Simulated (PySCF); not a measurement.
## A study: (F3Si)2CH2 (CH2F6Si2)

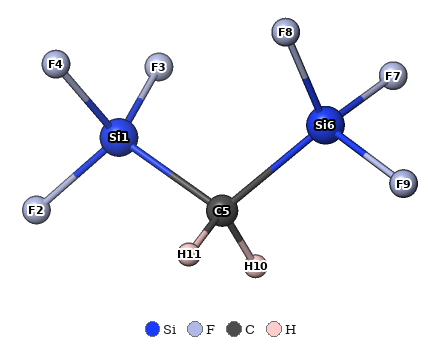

The molecule, with its atoms numbered as below. No frequency check shows the geometry to be a minimum.

Coordinates in Å:

```
Si1      1.5562   -0.0046   -0.0970
F2       2.8742   -0.1983   -0.9570
F3       1.6373   -1.1121    1.0292
F4       1.7485    1.3731    0.6556
C5      -0.0001   -0.0829   -1.1369
Si6     -1.5564   -0.0072   -0.0969
F7      -1.7923   -1.3126    0.7657
F8      -1.5985    1.1913    0.9337
F9      -2.8688    0.1621   -0.9705
H10     -0.0011   -1.0043   -1.7204
H11      0.0012    0.7367   -1.8558
```

## 1. Bonding charge

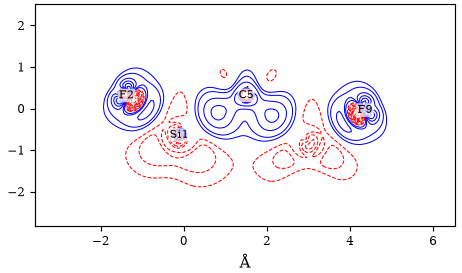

Deformation density (molecule less spherical, spin-averaged free atoms) in the plane of Si1, F2, C5 and F9; contours at ±0.05 to ±0.8 e/Å³; solid blue lines: gain, dashed red lines: loss.

PySCF calculation, PBE/6-31G*, gas phase; geometry: GFN2-xTB.

**How much density has each bond in this plane gained at its critical point, relative to the free atoms?**

Si1–C5: +0.17 e/Å³ at the bond critical point (bond length 1.87 Å, Mayer order 0.9). Si1–F2: +0.03 e/Å³ at the bond critical point (bond length 1.59 Å, Mayer order 1.1); up to 0.6 Å beside the axis the gain reaches +0.23 e/Å³. In all, 2.2 electrons gather in the regions of gain relative to the promolecule. A small or negative value marks a very polar bond, one between electron-rich atoms, whose free-atom densities already overlap strongly, a long bond to a heavier atom, or a closed-shell contact such as a hydrogen bond.

**Where do the Hirshfeld charges lie?**

The highest Hirshfeld charge is on Si1 (+0.51 e), the lowest on C5 (−0.20 e).

## 2. Bond critical points

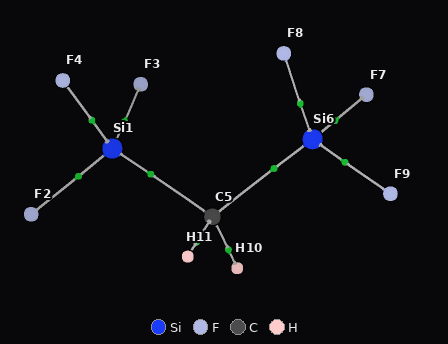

Molecular graph of the electron density (QTAIM): bond paths, bond critical points (green), ring points (magenta, if any); weak paths are dashed.

**How many critical points of each kind are there, and does the count close?**

11 nuclei, 10 bond, 0 ring and 0 cage critical points: 11 − 10 + 0 − 0 = 1, as the Poincaré–Hopf relation requires.

**Give the properties at the bond critical points.**

| bond | length (Å) | ρ (a.u.) | ∇²ρ (a.u.) | ε | H (a.u.) |
| --- | --- | --- | --- | --- | --- |
| C5–H11 | 1.090 | 0.263 | −0.85 | 0.02 | −0.256 |
| C5–H10 | 1.091 | 0.263 | −0.85 | 0.02 | −0.255 |
| Si6–F8 | 1.581 | 0.134 | +1.24 | 0.00 | −0.009 |
| Si1–F4 | 1.582 | 0.134 | +1.24 | 0.00 | −0.009 |
| Si1–F3 | 1.582 | 0.134 | +1.24 | 0.00 | −0.009 |
| Si6–F7 | 1.582 | 0.134 | +1.24 | 0.00 | −0.009 |
| Si1–F2 | 1.586 | 0.132 | +1.22 | 0.00 | −0.009 |
| Si6–F9 | 1.586 | 0.132 | +1.22 | 0.00 | −0.009 |
| C5–Si6 | 1.873 | 0.120 | +0.26 | 0.03 | −0.071 |
| Si1–C5 | 1.873 | 0.120 | +0.26 | 0.03 | −0.071 |

**What kind of interaction is Si6–F7?**

Polar or intermediate (positive Laplacian, negative energy density H): ρ = 0.134, ∇²ρ = +1.24, H = −0.009 a.u.

## 3. Electrostatic potential

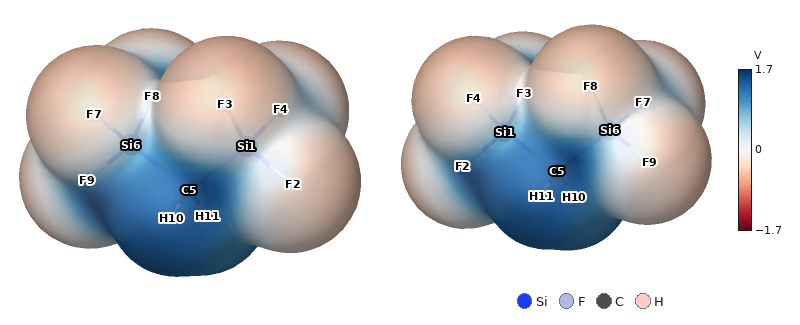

Electrostatic potential on the surface of electron density 0.001 a.u. (back view left, front view right).

**Where are the extremes of the potential on the surface?**

Highest: 1.64 V, 1.8 Å from H11, and at like points elsewhere. Lowest: −0.49 V, 1.6 Å from F4, and at like points elsewhere. The surface is sampled at points, so like sites can differ by a few per cent and only the strongest of them is named.

**What volume does the surface enclose, and what is the dipole moment?**

About 137 Å³; the dipole moment is 2.5 D.
